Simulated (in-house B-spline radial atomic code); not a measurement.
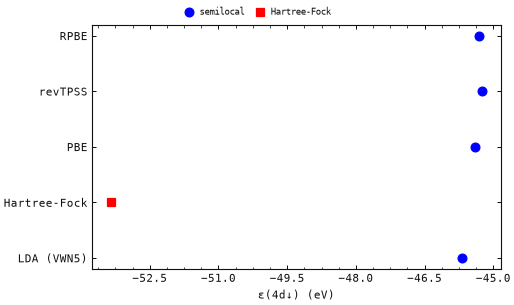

System: the cadmium ion Cd³⁺, configuration [Kr] 4d9 (high spin). All runs are scalar-relativistic, spin-polarised and spherical, computed with an in-house B-spline radial code (spin-free X2C). Hartree-Fock is the average over the configuration. The plot shows the eigenvalue (eV) of the 4d down orbital by 5 methods.

> Rank the methods.

The deepest is Hartree-Fock (−53.4) and the shallowest revTPSS (−45.2), a spread of 8.11 eV. In order (eV): Hartree-Fock (−53.4), LDA (VWN5) (−45.7), PBE (−45.4), RPBE (−45.3), revTPSS (−45.2). On the whole, exact exchange removes self-interaction and deepens occupied levels.
